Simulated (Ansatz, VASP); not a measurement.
## NbAs: VASP beside Ansatz

Aim: how closely do two programs agree when they are given the same cell, functional and k mesh?

Program: Ansatz 0.2.0. Level of theory: plane waves, with VASP 6.6.1 beside it; single point at PBEsol. Results are calculated unless marked as measured.

## Step 1: The structure

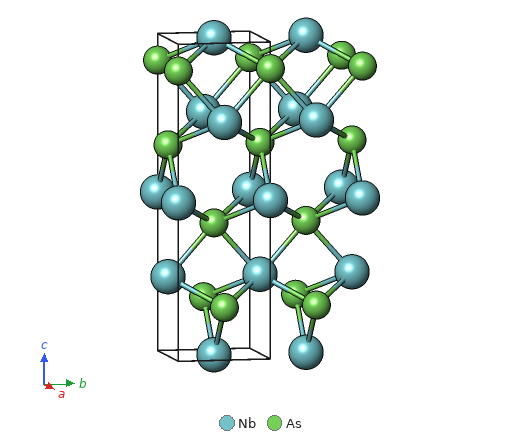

Start, viewed slightly off an axis; niobium teal, arsenic green. 1×2×1 cells are drawn. This picture shows the conventional cell, with its axes. Some periodic images of atoms are drawn too.

## Step 2: Ansatz: single point, PBEsol

Ansatz runs on its default PAW (the set named soft_2) files.

A single point gives forces, pressure and levels at one fixed geometry, so differences don't come from the geometry; what else differs is listed under the comparison.

input.yaml reads:

```yaml
crystal:
  lattice:
    - [-1.72585, 1.72585, 5.84]
    - [1.72585, -1.72585, 5.84]
    - [1.72585, 1.72585, -5.84]
  atoms:
    - { symbol: Nb, position: [0.5, 0.0, 0.5] }
    - { symbol: Nb, position: [0.75, 0.75, 0.0] }
    - { symbol: As, position: [0.916, 0.416, 0.5] }
    - { symbol: As, position: [0.166, 0.166, 0.0] }
hamiltonian:
  xc: pbesol
  pseudopotentials: { kind: paw }
kpoints:
  mp_grid: { grid: [8, 8, 8] }
scf:
  occupations: { method: gaussian, width: 0.05 }
  n_extra_bands: 5
output:
  forces: true
  stress: true
  eigenvalues: true
```

On the command line:

```console
> ansatz run input.yaml --threads 2 --pin off --max-ram 4608MiB --backend cpu --events-out ev --progress --plain --runs-dir out
```

Numbers of over 12 decimals in the logs are rounded to 6 here.

The log of the run:

```text
basis.fft_grid_basis auto: the FFT boxes are laid along the combinations [[1, 0, 1], [0, 1, 1], [0, 0, 1]] of the cell's own vectors, 3.452, 3.452 and 6.330 Å long. The dense box has 24×24×45 points. Along the cell's own vectors, as sized, it would have 45×45×45, 3.52 times as many. Of the 8 symmetry operations that the crystal satisfies within crystal.symmetry.tolerance (time reversal apart; of a slab, those that ke [...]
scf.n_extra_bands = 5 over 28 filled bands (N_el = 56.0): the run solves 33 bands
Engine: ansatz 0.2.0, aarch64-unknown-linux-gnu
Pseudopotentials: kind: paw
Pseudopotential: Nb, paw, valence charge 13, recommended cutoff 420 eV (normal), Nb.paw.azcp
Pseudopotential: As, paw, valence charge 15, recommended cutoff 420 eV (normal), As.paw.azcp
Functional definition: PBEsol
  exchange = pbesol_x
  correlation = pbesol_c
Crystal: 4 atoms, lattice volume = 69.579 Å³
Basis set: ecut = 420 eV, 1371 PW (Γ), FFT grids on a1+a3, a2+a3, a3, exchange–correlation on 48×48×90 points (8 copies of the dense FFT grid, shifted against one another)
Bands: 33, of which v1, the nominal top of the filled ones, is band 28 counted from 1 (27 counted from 0)
Symmetry: 8 space group operations
Space group: I41md (ITA 109), of the structure as read, at distance tolerance 4.1e-5 Å
k-points: 59 of 512 (time reversal used)
Non-local potential: Nb, projectors of the file, l = 0: 3, l = 1: 2, l = 2: 2, l = 3: 1
Non-local potential: As, projectors of the file, l = 0: 2, l = 1: 2, l = 2: 3, l = 3: 1
PAW form: soft (Blöchl's): semilocal exchange-correlation on the pseudo side does not see the compensation charge
PAW frozen core: Nb, regenerated for the run's functional, and the local potential with it (the file was generated under x = pbe(κ = 0.804, μ = 0.219515), c = pbe(β = 0.066725))
PAW frozen core: As, regenerated for the run's functional, and the local potential with it (the file was generated under x = pbe(κ = 0.804, μ = 0.219515), c = pbe(β = 0.066725))
PAW one-centre angular grid: Nb, 590 points (default); XC on 64 Gauss nodes
PAW one-centre angular grid: As, 590 points (default); XC on 64 Gauss nodes
Initial density: superposition of atomic densities (neutral atoms: chi_scale 0, normalization atom), corrected by the library's trained network
Initial wavefunctions: pseudopotential atomic-orbital guess
Functional: x = pbesol(κ = 0.804, μ = 0.123457), c = pbesol(β = 0.046)
SCF iter   1: F=—  HF=-18619.948404 eV  |F-HF|=—  |Δ(HF+E_count)|=         —  Δρ=8.30e-3  dr2=3.77e-2  ethr=1.77e-3  ⟨swp⟩=5.9  Hψ=7828  notcnv=0
preconditioner: auto → Kerker (q_TF=auto, 2.631 Å⁻¹)  [metal: Δε(μ)=0.007 eV  Ē_g=6.698 eV  σ=0.050 eV  W_gap=0.08  n_scr=24 (ndim 8)  ℏωp=19.9 eV  f_vac=0.000  D(μ)=1.24/eV (n_scr^D=2)]
SCF iter   2: F=—  HF=-18619.942381 eV  |F-HF|=—  |Δ(HF+E_count)|=   6.02e-3  Δρ=4.63e-3  dr2=1.10e-2  ethr=6.73e-5  ⟨swp⟩=1.6  Hψ=2497  notcnv=0  defer=8
SCF iter   3: F=—  HF=-18619.940854 eV  |F-HF|=—  |Δ(HF+E_count)|=   1.53e-3  Δρ=6.93e-4  dr2=3.24e-4  ethr=1.97e-5  ⟨swp⟩=2.0  Hψ=2555  notcnv=0  defer=8
SCF iter   4: F=—  HF=-18619.940826 eV  |F-HF|=—  |Δ(HF+E_count)|=   2.74e-5  Δρ=1.84e-4  dr2=2.69e-5  ethr=5.78e-7  ⟨swp⟩=2.0  Hψ=3421  notcnv=0  defer=8
SCF iter   5: F=—  HF=-18619.940795 eV  |F-HF|=—  |Δ(HF+E_count)|=   3.07e-5  Δρ=8.25e-5  dr2=5.48e-6  ethr=4.81e-8  ⟨swp⟩=2.0  Hψ=3433  notcnv=0  defer=8
SCF iter   6: F=—  HF=-18619.940794 eV  |F-HF|=—  |Δ(HF+E_count)|=   1.62e-6  Δρ=2.04e-5  dr2=3.76e-7  ethr=9.78e-9  ⟨swp⟩=2.0  Hψ=3429  notcnv=0  defer=8
SCF iter   7: F=-18619.940794 eV  HF=-18619.940794 eV  |F-HF|=6.28e-9  |Δ(HF+E_count)|=   8.20e-8  Δρ=4.17e-6  dr2=1.35e-8  ethr=1.79e-10  ⟨swp⟩=7.4  Hψ=7147  notcnv=0
SCF 1 converged in 7 iterations: F = -18619.940794 eV  dr2 = 1.35e-8
  greatest PAW one-centre occupation: 0.999 electrons in one spin orbital (limit 2), on the As atom at site 2 (counted from 0), in its partial waves of l = 2
SCF converged after 7 iterations
Free energy (F): -18619.940794 eV
Harris-Foulkes:  -18619.940794 eV  (|F-HF|=6.28e-9)
Internal energy: -18619.939114 eV  (E = F + TS)
E sigma→0 (E₀):  -18619.939954 eV
Entropy (-TS):   -0.001679 eV (-0.420 meV/atom)
Fermi energy:    16.171121 eV
--- Per-component energies (eV) ---
  E_band       = -490.511062
  E_kinetic    = 998.430177
  E_local      = -4339.868214  (includes V_loc(G=0)·N_el)
  E_nonlocal   = -1092.872550
  E_hartree    = 2144.007372
  E_xc         = -508.604608
  E_vxc        = -586.678472  (∫ρ·V_xc dr)
  E_paw        = -9623.089675  (= ΣΔE_a)
  E_vpaw       = 242.462384  (= ΣTr[D̂ρ^β])
  E_aug_tail   = 0.000024  (compensation charges beyond the density's cutoff)
  E_ewald      = -6200.251917
  E_core_change = 2.310275  (= ΣΔE_core)
  E_smearing   = -0.001679  (= −TS)
  E_closure    = 0.000000  (closes the sum)
  Σ components = -18619.940794   (vs F -18619.940794, Δ=0.00e0)
--- Forces (eV/Å), atoms counted from 1 ---
  atom   1  Nb     0.00000000     0.00000000    -0.28792259
  atom   2  Nb    -0.00000000    -0.00000000    -0.28792259
  atom   3  As     0.00000000    -0.00000000     0.28790744
  atom   4  As    -0.00000000     0.00000000     0.28790744
  max |Σ_I F_I| component: 3.03e-5 eV/Å
--- Stress (GPa, compression-positive) ---
       -2.723763       0.000000      -0.000000
        0.000000      -2.723763      -0.000000
       -0.000000       0.000000      -1.453431
  P = ⅓ Tr σ = -2.3003 GPa (-23.003 kbar)
--- Band table (eV; the first three rows and the last of 59) ---
  k-point 0: bands = [... 24 lower, 14.1200, 14.4833, 14.7812, 14.7812, 16.8897, 17.4673, 18.5763, 19.1804, ... 1 higher]
  k-point 1: bands = [... 24 lower, 13.7215, 14.4275, 15.0363, 15.1843, 16.4514, 16.8414, 18.6014, 18.6440, ... 1 higher]
  k-point 2: bands = [... 24 lower, 13.0377, 14.3019, 15.3817, 15.5849, 16.3139, 17.1839, 17.8584, 19.0117, ... 1 higher]
  k-point 58: bands = [... 24 lower, 13.6358, 13.6358, 15.6497, 15.6497, 17.1640, 17.1640, 18.0865, 18.0865, ... 1 higher]
```

Run time: 6 s. Hardware: 2 threads of Arm Neoverse V2, shared host; peak memory 0.37 GiB.

The run ends at a pressure of -2.30 GPa, with forces up to 0.29 eV/Å.

## Step 3: VASP: single point, PBEsol

The same cell, functional, mesh and smearing now go to VASP, with its own data sets and cutoff.

Lines of VASP's logs that name or quote its potential files are left out, and so is its time.

INCAR reads:

```
SYSTEM = NbAs
PREC = Accurate
ENCUT = 400
EDIFF = 1E-05
NELM = 100
ISMEAR = 0
SIGMA = 0.05
LREAL = .FALSE.
ALGO = Normal
GGA = PS
NBANDS = 24
LORBIT = 11
LWAVE = .FALSE.
LCHARG = .FALSE.
KPAR = 4
```

POSCAR reads:

```
NbAs
1.0
   -1.7258500000      1.7258500000      5.8400000000
    1.7258500000     -1.7258500000      5.8400000000
    1.7258500000      1.7258500000     -5.8400000000
Nb As
2 2
Direct
    0.5000000000      0.0000000000      0.5000000000
    0.7500000000      0.7500000000      0.0000000000
    0.9160000000      0.4160000000      0.5000000000
    0.1660000000      0.1660000000      0.0000000000
```

KPOINTS reads:

```
Automatic mesh
0
Gamma
8 8 8
0 0 0
```

The projector-augmented-wave data sets are Nb_sv and As (PBE family, release 64).

On the command line:

```console
> mpirun -np 4 vasp_std
```

The log of the run:

```text
[banner, memory and clock lines left out]
running    4 mpi-ranks, on    1 nodes
 distrk:  each k-point on    1 cores,    4 groups
 distr:  one band on    1 cores,    1 groups

 POSCAR found type information on POSCAR NbAs
 POSCAR found :  2 types and       4 ions
|                                                                             |
|               ----> ADVICE to this user running VASP <----                  |
|                                                                             |
|     You enforced a specific xc type in the INCAR file but a different       |
|     [... a line on the potential file left out ...]
|     I HOPE YOU KNOW WHAT YOU ARE DOING!                                     |
|                                                                             |

 LDA part: xc-table for (Slater+PW92), standard interpolation
 POSCAR, INCAR and KPOINTS ok, starting setup
 FFT: planning ... GRIDC
 FFT: planning ... GRID_SOFT
 FFT: planning ... GRID
 WAVECAR not read
 entering main loop
       N       E                     dE             d eps       ncg     rms          rms(c)
DAV:   1     0.290206328382E+03    0.29021E+03   -0.17014E+04  2848   0.122E+03
DAV:   2    -0.124954809851E+02   -0.30270E+03   -0.29605E+03  3528   0.450E+02
DAV:   3    -0.358079045460E+02   -0.23312E+02   -0.23068E+02  5184   0.921E+01
DAV:   4    -0.371385913075E+02   -0.13307E+01   -0.13268E+01  4144   0.196E+01
DAV:   5    -0.371860953216E+02   -0.47504E-01   -0.47495E-01  4744   0.374E+00    0.116E+01
DAV:   6    -0.351322387846E+02    0.20539E+01   -0.90789E+00  4248   0.189E+01    0.326E+00
DAV:   7    -0.351108845445E+02    0.21354E-01   -0.44193E-01  4488   0.366E+00    0.201E+00
DAV:   8    -0.350954995282E+02    0.15385E-01   -0.61314E-02  4216   0.147E+00    0.382E-01
DAV:   9    -0.350954821319E+02    0.17396E-04   -0.60773E-03  4768   0.485E-01    0.224E-01
DAV:  10    -0.350955481684E+02   -0.66036E-04   -0.10309E-03  3912   0.301E-01    0.275E-02
DAV:  11    -0.350955359152E+02    0.12253E-04   -0.57363E-05  3856   0.584E-02    0.137E-02
DAV:  12    -0.350955330836E+02    0.28316E-05   -0.43247E-06  2712   0.216E-02
   1 F= -.35095533E+02 E0= -.35094688E+02  d E =-.168989E-02
```

OUTCAR, selected parts (step 3):

```text
ion  position               nearest neighbor table
   1  0.500  0.000  0.500-   4 2.60   4 2.60   3 2.63   3 2.63   3 2.63   3 2.63
   2  0.750  0.750  0.000-   3 2.60   3 2.60   4 2.63   4 2.63   4 2.63   4 2.63
   3  0.916  0.416  0.500-   2 2.60   2 2.60   1 2.63   1 2.63   1 2.63   1 2.63
   4  0.166  0.166  0.000-   1 2.60   1 2.60   2 2.63   2 2.63   2 2.63   2 2.63

  LATTYP: Found a body centered tetragonal cell.
 ALAT       =     3.4517000000
 C/A-ratio  =     3.3838398470

 Subroutine GETGRP returns: Found  8 space group operations
 (whereof  4 operations were pure point group operations)

The static configuration has the point symmetry C_2v.
 The point group associated with its full space group is C_4v.

 Found     59 irreducible k-points:

   k-points           NKPTS =     59   k-points in BZ     NKDIM =     59   number of bands    NBANDS=     24

   dimension x,y,z NGX =    42 NGY =   42 NGZ =   42
   dimension x,y,z NGXF=    84 NGYF=   84 NGZF=   84

   ENCUT  =  400.0 eV  29.40 Ry    5.42 a.u.  10.32 10.32 10.32*2*pi/ulx,y,z

   NELECT =      36.0000    total number of electrons

 k-points in reciprocal lattice and weights: Automatic mesh
   0.00000000  0.00000000  0.00000000       0.002
   0.12500000 -0.00000000  0.00000000       0.016
   0.25000000 -0.00000000  0.00000000       0.016
   0.37500000 -0.00000000  0.00000000       0.016
   0.50000000 -0.00000000  0.00000000       0.008
   0.12500000  0.12500000  0.00000000       0.016
   0.25000000  0.12500000  0.00000000       0.031
   0.37500000  0.12500000  0.00000000       0.031
   0.50000000  0.12500000  0.00000000       0.031
[...]
-0.37500000 -0.37500000  0.37500000       0.004
   0.50000000  0.50000000  0.50000000       0.002

 average (electrostatic) potential at core
       1 -79.1382       2 -79.1382       3 -44.7673       4 -44.7673

 E-fermi :   9.5166

 k-point     1 :       0.0000    0.0000    0.0000
  band No.  band energies     occupation
    ...
     14       7.2593      2.00000
     15       7.4588      2.00000
     16       7.8252      2.00000
     17       8.1291      2.00000
     18       8.1291      2.00000
     19      10.2347      0.00000
     20      10.8129      0.00000
     21      11.9250      0.00000
     22      12.5330      0.00000
     23      12.5330      0.00000
    ...

 k-point     2 :       0.1250   -0.0000    0.0000
  band No.  band energies     occupation
    ...
     14       7.1131      2.00000
     15       7.5332      2.00000
     16       7.7479      2.00000
     17       8.0553      2.00000
     18       8.3739      2.00000
     19      10.0239      0.00000
     20      10.5750      0.00000
     21      11.5899      0.00000
     22      12.2794      0.00000
     23      12.6633      0.00000
    ...

 k-point     3 :       0.2500   -0.0000    0.0000
  band No.  band energies     occupation
    ...
     14       6.7985      2.00000
     15       7.7396      2.00000
     16       7.7908      2.00000
     17       7.8819      2.00000
     18       8.9295      2.00000
     19       9.7569      0.00000
     20      10.4845      0.00000
     21      10.9559      0.00000
     22      11.8591      0.00000
     23      12.3405      0.00000
    ...

  Total       -1.2113681     -1.2113681     -0.6997668      0.0000000      0.0000000      0.0000000
  in kB      -27.8938054    -27.8938054    -16.1133180      0.0000000      0.0000000      0.0000000
  external PRESSURE =     -23.9669763 kB  Pullay stress =       0.0000000 kB

  energy-cutoff  :      400.00
  volume of cell :       69.58
      direct lattice vectors                 reciprocal lattice vectors
    -1.725850000  1.725850000  5.840000000     0.000000000  0.289712316  0.085616438
     1.725850000 -1.725850000  5.840000000     0.289712316  0.000000000  0.085616438
     1.725850000  1.725850000 -5.840000000     0.289712316  0.289712316  0.000000000

 POSITION                                       TOTAL-FORCE (eV/Angst)
 -----------------------------------------------------------------------------------
      0.00000      1.72585      0.00000        -0.000000     -0.000000     -0.290975
      0.00000      0.00000      8.76000        -0.000000     -0.000000     -0.290975
      0.00000      1.72585      4.85888         0.000000      0.000000      0.290975
      0.00000      0.00000      1.93888         0.000000      0.000000      0.290975
 -----------------------------------------------------------------------------------
    total drift:                               -0.000000     -0.000000      0.000323

  FREE ENERGIE OF THE ION-ELECTRON SYSTEM (eV)
  ---------------------------------------------------
  free  energy   TOTEN  =       -35.0955330836 eV

  energy  without entropy=      -35.0938431984  energy(sigma->0) =      -35.09468814

 total charge
# of ion       s       p       d       tot
------------------------------------------
    1        2.147   6.012   2.491  10.650
    2        2.147   6.012   2.491  10.650
    3        1.201   1.642   0.075   2.918
    4        1.201   1.642   0.075   2.918
--------------------------------------------------
tot          6.696  15.308   5.133  27.137

[... 3 further parts left out ...]
```

The run ends at a pressure of -2.40 GPa, with forces up to 0.29 eV/Å.

## Step 4: Side by side

Known differences besides the PAW data sets themselves: the data sets hold 56 valence electrons in Ansatz (default PAW (the set named soft_2) files) and 36 in VASP; the cutoff is 420 eV in Ansatz and 400 eV in VASP; Ansatz makes its cores anew for this functional, VASP keeps those of its PBE data sets; VASP leaves aspherical gradient terms in its spheres out (LASPH is not set), Ansatz keeps them. Total energies have different zeros and are not compared.

The two programs side by side:

```
      quantity  Ansatz   VASP  difference
pressure (GPa)   -2.30  -2.40       +0.10
```

Forces (eV/Å; atoms numbered as in POSCAR):

```
atom        Ansatz x, y, z          VASP x, y, z
 Nb1  0.000, 0.000, -0.288  0.000, 0.000, -0.291
 Nb2  0.000, 0.000, -0.288  0.000, 0.000, -0.291
 As3   0.000, 0.000, 0.288   0.000, 0.000, 0.291
 As4   0.000, 0.000, 0.288   0.000, 0.000, 0.291
```

The forces differ by 1.8 meV/Å r.m.s., which is 1.1 % of the r.m.s. force of 0.17 eV/Å (both taken over all components). Ansatz's pressure holds a Pulay correction of 0.02 GPa; VASP's holds none.

## Step 5: What came out

* r.m.s. force difference (single point, PBEsol): 1.8 meV/Å

**Reading.** The r.m.s. force difference is 1.8 meV/Å (single point, PBEsol), within the 12 meV/Å picked in this series as the mark of a large difference. Differences of this kind measure data sets and numerical settings, not the functional's error against experiment.

[Lines on the potential files, build, host, timing and source positions are cut from VASP's logs without a mark.]

[Logs are printed without paths, hosts, clocks, repeated set-up lines and the standing remarks that a program may print on its own settings, such as how far it seeks lower states.]

[Hosts, paths, dates, database ids (printed as entryN), source tags and the programs' standing remarks are cut or masked in the printed files.]
